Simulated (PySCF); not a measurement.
# Cd₂O: triplet, from a linear start

Where does triplet Cd₂O go from a linear start, is the end point a minimum, and what are its modes, charges and moments?

The runs use PySCF 2.14.0; PBE0, basis O def2-TZVP, Cd def2-TZVP with ECP28, scalar-relativistic core potentials, no spin–orbit coupling, density fitting.

### Step 1. Starting geometry

3 atoms, charge 0, spin multiplicity 3.

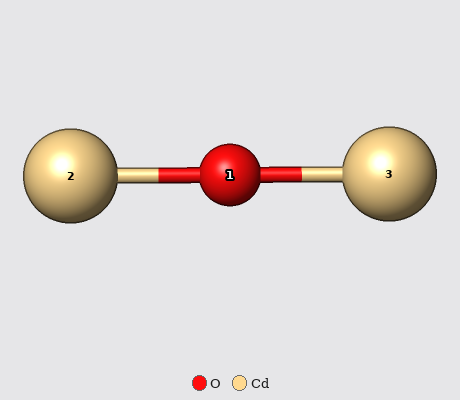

The starting geometry (oxygen red, cadmium orange); atoms are numbered from 1 in the order of the file.

```xyz
3
charge 0 multiplicity 3
O     0.0000    0.0000    0.0000
Cd    0.0000    0.0000    1.9900
Cd    0.0000    0.0000   -1.9900
```

### Step 2. Finding the electronic state

The steps below are one call of a driver around PySCF. For each, scf.py gives the equivalent set-up of the SCF; relaxations use the driver's own optimiser. After this first run the driver tries any further starts and a stability analysis.

Input file scf.py:

```python
from pyscf import gto, scf, dft
mol = gto.M(atom='''
O      0.000000     0.000000     0.000000
Cd     0.000000     0.000000     1.990000
Cd     0.000000     0.000000    -1.990000''',
    basis={'O': 'def2-TZVP', 'Cd': 'def2-TZVP'},
    ecp={'Cd': 'def2-TZVP'},
    charge=0, spin=2)
mf = dft.UKS(mol, xc='PBE0')
mf.grids.atom_grid = (50, 194)
aux = {'O': 'def2-universal-JKFIT', 'Cd': 'def2-universal-JKFIT'}
mf = mf.density_fit(auxbasis=aux)
mf.conv_tol = 1e-08
mf.diis_space = 10
mf.max_cycle = 60
mf.init_guess = 'minao'
mf.verbose = 4
mf.kernel()
```

Launch:

```bash
$ OMP_NUM_THREADS=4 python axn.py task.json out
```

Log:

```text
init E= -385.871238057798
[... the frontier-level lines of each cycle are left out ...]
cycle= 1 E= -407.960837749743  delta_E= -22.1  |g|= 3.16  |ddm|= 6.44
cycle= 2 E= -393.880416760346  delta_E= 14.1  |g|= 6.41  |ddm|= 6.89
cycle= 3 E= -409.997806753978  delta_E= -16.1  |g|= 1.18  |ddm|= 5.25
cycle= 4 E= -408.440138384662  delta_E= 1.56  |g|= 2.04  |ddm|= 2.25
cycle= 5 E= -410.570686930805  delta_E= -2.13  |g|= 0.343  |ddm|= 1.79
cycle= 6 E= -410.630722380632  delta_E= -0.06  |g|= 0.0213  |ddm|= 0.385
cycle= 7 E= -410.630921024736  delta_E= -0.000199  |g|= 0.0143  |ddm|= 0.0427
cycle= 8 E= -410.63100139817  delta_E= -8.04e-05  |g|= 0.0022  |ddm|= 0.0125
cycle= 9 E= -410.631007798622  delta_E= -6.4e-06  |g|= 0.000949  |ddm|= 0.00646
cycle= 10 E= -410.631008866291  delta_E= -1.07e-06  |g|= 0.000651  |ddm|= 0.00246
cycle= 11 E= -410.631009145086  delta_E= -2.79e-07  |g|= 7.91e-05  |ddm|= 0.000993
cycle= 12 E= -410.631009150464  delta_E= -5.38e-09  |g|= 1.34e-05  |ddm|= 0.000105
Extra cycle  E= -410.631009150676  delta_E= -2.12e-10  |g|= 1.6e-05  |ddm|= 2.52e-05
converged SCF energy = -410.631009150676  <S^2> = 2.0058223  2S+1 = 3.003879
```

This step, with its further starts and checks, needed 16 s of wall time on 4 threads of Intel Xeon Platinum 8375C at 2.90GHz (Ice Lake), shared host.

Energies from each starting density:

```
                      start  energy (Eh)
    the minimal-basis guess  -410.631009
a thermally smeared density  -410.631009
      a smeared PBE density  -410.631009
```

The test of internal stability and the other starts found no lower solution of this spin.

### Step 3. Relaxation: linear start, triplet

The program finds D∞h symmetry in the start, which this walk keeps.

scf.py, as its differences from that of step 2:

```diff
@@ -16 +15,0 @@
-mf.init_guess = 'minao'
```

Energy and gradient, step by step:

```csv
step,energy (Eh),change (kJ/mol),largest symmetric gradient (Eh/bohr)
0,-410.631009,0.00,0.00083
1,-410.631013,-0.01,0.00031
2,-410.631013,-0.01,0.00000
```

The walk took 8.7 s.

End point (D∞h, 2 steps, 0.0 kJ/mol gained): O–Cd 1.987 Å (×2); Cd–O–Cd 180.0°.

### Step 4. Is it a minimum? Harmonic modes

The point is checked on the finer grid, and tightened if its gradient asks for it. The Hessian and the dipole derivatives come from central differences of analytic gradients, with steps of 0.02 bohr.

scf.py, as its differences from that of step 3:

```diff
@@ -3,3 +3,3 @@
-O      0.000000     0.000000     0.000000
-Cd     0.000000     0.000000     1.990000
-Cd     0.000000     0.000000    -1.990000''',
+O     -0.000000     0.000000     0.000000
+Cd     0.000000     0.000000     1.987445
+Cd    -0.000000     0.000000    -1.987445''',
@@ -10 +10 @@
-mf.grids.atom_grid = (50, 194)
+mf.grids.atom_grid = (75, 302)
@@ -13 +13 @@
-mf.conv_tol = 1e-08
+mf.conv_tol = 1e-10
```

This SCF starts from the last density.

Log of the central SCF (cycles and frontier levels):

```text
init E= -410.631016275716
[... the frontier-level lines of each cycle are left out ...]
cycle= 1 E= -410.631016275714  delta_E= 1.93e-12  |g|= 3.56e-06  |ddm|= 3.57e-06
Extra cycle  E= -410.631016275694  delta_E= 2e-11  |g|= 7.99e-06  |ddm|= 6.89e-06
converged SCF energy = -410.631016275694  <S^2> = 2.0057948  2S+1 = 3.0038607
```

The whole step took 27 s.

Geometry: D∞h; O–Cd 1.987 Å (×2); Cd–O–Cd 180.0°.

Modes, for the most abundant isotopes:

```csv
symmetry,ω (cm⁻¹),IR (km/mol),μ (u)
πu,143i,12.4,16.95
σg+,200,0.0,113.90
σu+,752,419,16.95
```

2 modes are imaginary, the largest at 143i cm⁻¹: a saddle point, not a minimum.

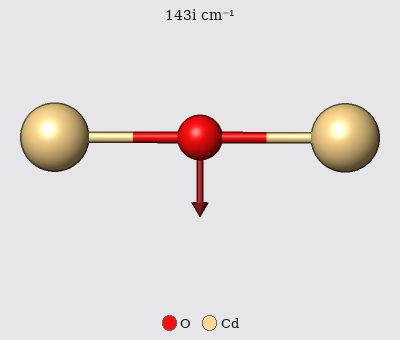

The imaginary mode, as arrows.

Properties at this point:

```
Dipole moment                                                   : 0.00 D
Highest occupied level                                          : -5.22 eV
Lowest empty level                                              : -3.69 eV
Rotational constants                                            : 0.01873 cm⁻¹
Zero-point energy (real modes)                                  : 5.7 kJ/mol
Principal polarisabilities                                      : 72.3, 72.3, 137.7 bohr³
Atomisation energy without zero-point energy                    : 165 kJ/mol
Principal traceless quadrupole moments about the centre of mass : -0.61, -0.61, 1.22 D Å
Spin squared ⟨S²⟩                                               : 2.006
```

Charges (e) and bond orders:

| atom | Mulliken | Löwdin | polar tensor | spin (Mulliken) | Mayer order to O1 |
| --- | --- | --- | --- | --- | --- |
| O1 | -0.90 | -0.77 | -1.05 | 0.20 | – |
| Cd2,3 | 0.45 | 0.38 | 0.53 | 0.90 | 0.78 |

Outer orbital energies (eV). α occupied: -14.28, -14.28, -13.82, -9.26, -6.80, -6.80, -6.40, -5.22; empty: -0.36, -0.36, -0.17, -0.17. β occupied: -14.26, -14.26, -14.12, -14.12, -13.56, -8.23, -6.62, -6.62; empty: -3.69, -2.17, 0.38, 0.38.

Mulliken populations on O1: s 3.90, p 4.99, d 0.01, f 0.00.

### Step 5. Leaving the saddle point

The atoms are moved a little along the softest imaginary mode and relaxed again.

The program finds C2v symmetry in the start, which this walk keeps.

scf.py, as its differences from that of step 4:

```diff
@@ -3,3 +3,3 @@
-O     -0.000000     0.000000     0.000000
-Cd     0.000000     0.000000     1.987445
-Cd    -0.000000     0.000000    -1.987445''',
+O      0.009874     0.249805    -0.000000
+Cd    -0.000693    -0.017539     1.987445
+Cd    -0.000693    -0.017539    -1.987445''',
@@ -10 +10 @@
-mf.grids.atom_grid = (75, 302)
+mf.grids.atom_grid = (50, 194)
@@ -13 +13 @@
-mf.conv_tol = 1e-10
+mf.conv_tol = 1e-08
```

Energy and gradient, step by step:

```csv
step,energy (Eh),change (kJ/mol),largest symmetric gradient (Eh/bohr)
0,-410.632300,0.00,0.00453
1,-410.632989,-1.81,0.00564
2,-410.633819,-3.99,0.00651
3,-410.634860,-6.72,0.00710
4,-410.636076,-9.91,0.00708
5,-410.637308,-13.15,0.00605
6,-410.639792,-19.67,0.01146
7,-410.640591,-21.77,0.00757
8,-410.641437,-23.99,0.00215
9,-410.642025,-25.53,0.00155
10,-410.642164,-25.90,0.00094
11,-410.642173,-25.92,0.00003
```

The walk took 38 s.

Positions (Å) and forces (eV/Å) along the way:

```
step 0
O    0.010   0.250   0.000   0.010   0.233   0.000
Cd  -0.001  -0.018   1.987  -0.005  -0.116  -0.187
Cd  -0.001  -0.018  -1.987  -0.005  -0.116   0.187
step 1
O    0.011   0.289   0.000   0.012   0.290   0.000
Cd  -0.001  -0.037   1.975  -0.006  -0.145  -0.091
Cd  -0.001  -0.037  -1.975  -0.006  -0.145   0.091
step 6
O    0.030   0.760   0.000  -0.004  -0.367   0.000
Cd  -0.011  -0.273   1.852   0.002   0.183  -0.589
Cd  -0.011  -0.273  -1.852   0.002   0.183   0.589
step 11
O    0.034   0.854   0.000   0.014   0.000   0.000
Cd  -0.013  -0.320   1.698  -0.007   0.000  -0.002
Cd  -0.013  -0.320  -1.698  -0.007   0.000   0.002
```

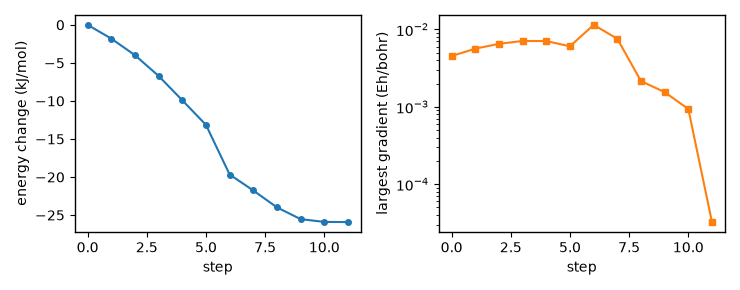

How energy and gradient fall.

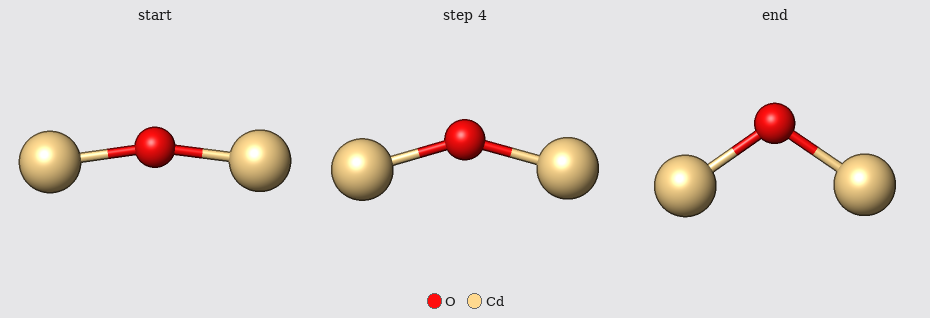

The geometry along the walk, at one scale.

It settles in C2v symmetry, 25.9 kJ/mol below the start, after 11 steps: O–Cd 2.065 Å (×2); Cd–O–Cd 110.7°.

### Step 6. Is it a minimum? Harmonic modes

As before: finer grid, then central differences.

scf.py, as its differences from that of step 5:

```diff
@@ -3,3 +3,3 @@
-O      0.009874     0.249805    -0.000000
-Cd    -0.000693    -0.017539     1.987445
-Cd    -0.000693    -0.017539    -1.987445''',
+O      0.043156     1.091846     0.000000
+Cd    -0.002953    -0.074715     1.701915
+Cd    -0.002953    -0.074715    -1.701915''',
@@ -10 +10 @@
-mf.grids.atom_grid = (50, 194)
+mf.grids.atom_grid = (75, 302)
@@ -13 +13 @@
-mf.conv_tol = 1e-08
+mf.conv_tol = 1e-10
```

SCF at the final geometry:

```text
init E= -410.642298110915
[... the frontier-level lines of each cycle are left out ...]
cycle= 1 E= -410.642298110847  delta_E= 6.82e-11  |g|= 1.4e-05  |ddm|= 1.4e-05
cycle= 2 E= -410.642298110124  delta_E= 7.23e-10  |g|= 4.4e-05  |ddm|= 4e-05
cycle= 3 E= -410.642298110925  delta_E= -8.01e-10  |g|= 9.04e-07  |ddm|= 3.12e-05
cycle= 4 E= -410.642298110927  delta_E= -1.71e-12  |g|= 3.33e-07  |ddm|= 6.36e-07
Extra cycle  E= -410.642298110927  delta_E= -1.14e-13  |g|= 6.89e-07  |ddm|= 7.53e-07
converged SCF energy = -410.642298110927  <S^2> = 2.0256941  2S+1 = 3.0170808
```

The whole step needed 61 s of wall time on 4 threads of Intel Xeon Platinum 8375C at 2.90GHz (Ice Lake), shared host.

Geometry: C2v; O–Cd 2.064 Å (×2); Cd–O–Cd 111.1°.

Harmonic modes (main isotopes):

```json
{"symmetry": "a1", "ω (cm⁻¹)": "66", "IR (km/mol)": "0.4"}
{"symmetry": "a1", "ω (cm⁻¹)": "349", "IR (km/mol)": "5.8"}
{"symmetry": "b2", "ω (cm⁻¹)": "515", "IR (km/mol)": "83.7"}
```

Every mode is real; the point is a minimum.

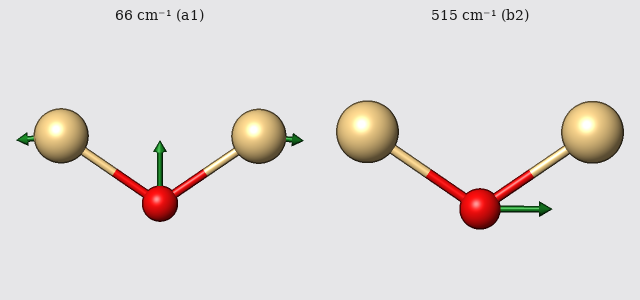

How the atoms move in 2 of the modes.

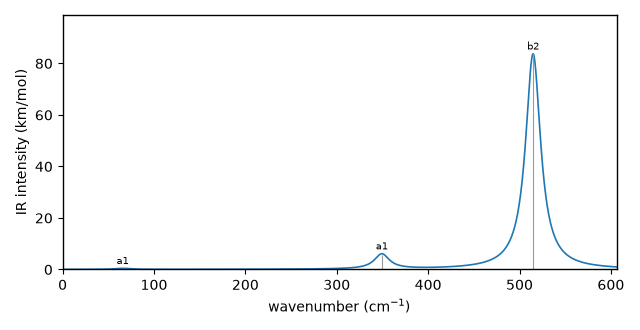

The harmonic infrared spectrum (widths in cm⁻¹). Lines are broadened to a width of 20 cm⁻¹ (Lorentzian).

Properties at this point:

| Item | Value |
| --- | --- |
| Dipole moment | 1.49 D |
| Highest occupied level | -5.53 eV |
| Lowest empty level | -3.22 eV |
| Rotational constants | 0.8275, 0.02555, 0.02478 cm⁻¹ |
| Zero-point energy | 5.6 kJ/mol |
| Principal polarisabilities | 74.5, 77.6, 137.6 bohr³ |
| Atomisation energy without zero-point energy | 194 kJ/mol |
| Principal traceless quadrupole moments about the centre of mass | -5.09, 0.87, 4.22 D Å |
| Entropy at 298.15 K and 1 bar (electronic part: spin only) | 321.3 J/(mol K) |
| Heat capacity Cp at 298.15 K | 53.2 J/(mol K) |
| Enthalpy at 298.15 K above 0 K | 13.53 kJ/mol |
| Rotational symmetry number | 2 |
| Spin squared ⟨S²⟩ | 2.026 |

Charges (e) and bond orders:

```json
{"atom": "O1", "Mulliken": "-0.74", "Löwdin": "-0.63", "polar tensor": "-0.57", "spin (Mulliken)": "0.64", "Mayer order to O1": "–"}
{"atom": "Cd2,3", "Mulliken": "0.37", "Löwdin": "0.32", "polar tensor": "0.28", "spin (Mulliken)": "0.68", "Mayer order to O1": "0.79"}
```

Mulliken populations on O1: s 3.93, p 4.80, d 0.01, f 0.00.

### Step 7. All stationary points

| spin | group | bonds | imaginary modes (cm⁻¹) | ΔE (kJ/mol) | with zero-point energy |
| --- | --- | --- | --- | --- | --- |
| triplet | C2v | O–Cd 2.064 Å (×2) | none | 0.0 | 0.0 |
| triplet | D∞h | O–Cd 1.987 Å (×2) | 143i, 143i | 29.6 | – |

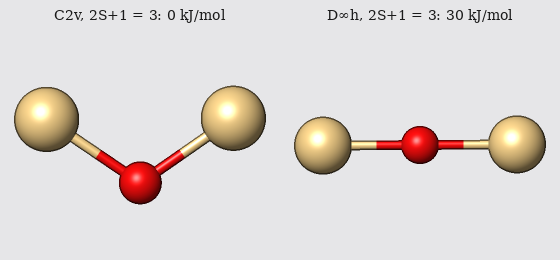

The points, lowest first (oxygen red, cadmium orange).

### Step 8. Density, ELF and potential

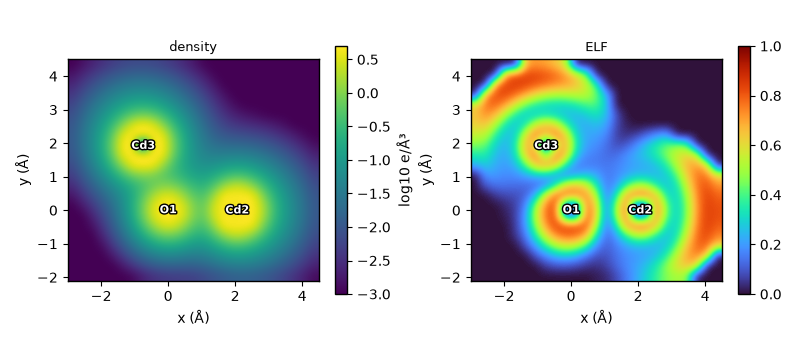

The plane holds O1 at (0.00, 0.00), Cd2 at (2.06, 0.00), Cd3 at (-0.74, 1.93) Å. ELF is set to 0 where the density is under 0.005 e/Å³; an orbital's overall sign is arbitrary. Electrons inside core potentials are absent.

Orbitals, density, ELF and potential are computed afterwards from the orbital file.

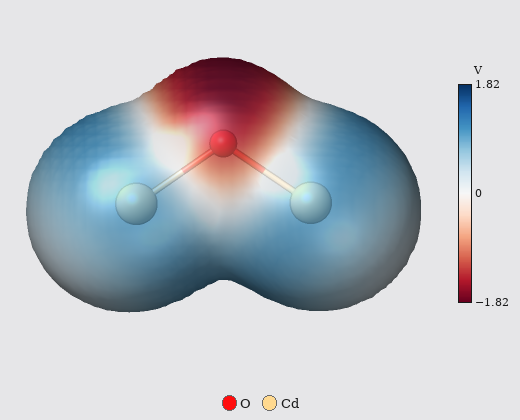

Electrostatic potential on the surface of density 0.002 e/bohr³; red is low, blue high. It runs, from the 1st to the 99th percentile, from -1.82 V near O1 to 1.12 V near Cd3.

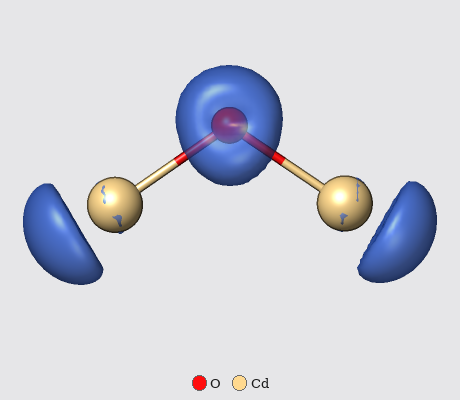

Spin density at ±0.07 e/Å³ (alpha excess blue, beta excess red).

Making the fields took 1.7 s.

### Step 9. Outcome

| quantity | value |
| --- | --- |
| minimum | triplet, C2v |
| geometry | O–Cd 2.064 Å (×2); Cd–O–Cd 111.1° |
| wavenumbers (cm⁻¹) | 66 (a1), 349 (a1), 515 (b2) |
| dipole moment | 1.49 D |
| highest occupied, lowest empty level (either spin) | -5.53, -3.22 eV |
| polar-tensor charge of O1 | -0.57 e |
| zero-point energy | 5.6 kJ/mol |
| entropy at 298.15 K | 321.3 J/(mol K) |
| atomisation energy (no zero-point energy) | 194 kJ/mol |
| ⟨S²⟩ | 2.026 |

In words: From D∞h at the start the molecule goes to a C2v minimum, after a stop at a second-order saddle point 29.6 kJ/mol higher, from which it was pushed off along an imaginary mode. In the infrared the band at 515 cm⁻¹ (b2) leads. Other starts or spin states, not run here, may lie lower. One determinant may miss the lowest occupation of an open d or f shell.

The search up to here took 2.5 min.
